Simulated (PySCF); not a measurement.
The calculation's input:

```
{"job": {"kind": "inter", "xc": "wB97M-D3(BJ)", "basis": "def2-SVPD", "pairs": true}, "charge": 0, "multiplicity": 1, "parts": [{"atoms": "0-3", "charge": 0, "multiplicity": 1}, {"atoms": "4-7", "charge": 0, "multiplicity": 1}, {"atoms": "8-11", "charge": 0, "multiplicity": 1}, {"atoms": "12-15", "charge": 0, "multiplicity": 1}]}
N     -0.279199     0.715717     0.852086
H      0.151963    -0.204428     0.836455
H     -0.741680     0.803080     1.752795
H     -1.011654     0.724385     0.127801
N     -0.595388     3.221583    -2.702922
H     -0.987568     4.152806    -2.810742
H      0.094940     3.264060    -1.939654
H     -0.087754     3.020090    -3.559818
N      1.321061     3.101183    -0.282328
H      0.859479     2.305453     0.180877
H      2.291280     2.841822    -0.437343
H      1.329671     3.874228     0.377121
N     -2.314375     0.981599    -1.451943
H     -2.433425     0.209639    -2.101990
H     -3.246160     1.325919    -1.237281
H     -1.816614     1.731980    -1.952080
```

Run with:

```sh
OMP_NUM_THREADS=1 python cluster_run.py task.json out
```

Geometry: PBE0-D3(BJ)/def2-SVPD.

Computed with wB97M-D3(BJ)/def2-SVPD, SCF density, gas phase (PySCF 2.14.0).

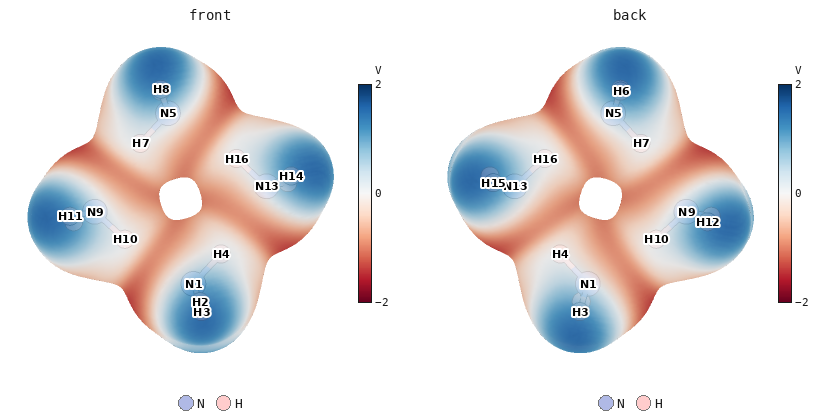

NH3···NH3···NH3···NH3 (SMILES N.N.N.N). The molecular electrostatic potential painted on the density surface at 0.004 e/bohr³, seen from the front and from behind; red is negative and blue positive.

Q: Describe the electrostatic potential map.

A: The most negative region (about −1.3 V) lies over N1, N5, N9 and N13, the most positive (about +1.6 V) over the H atoms.
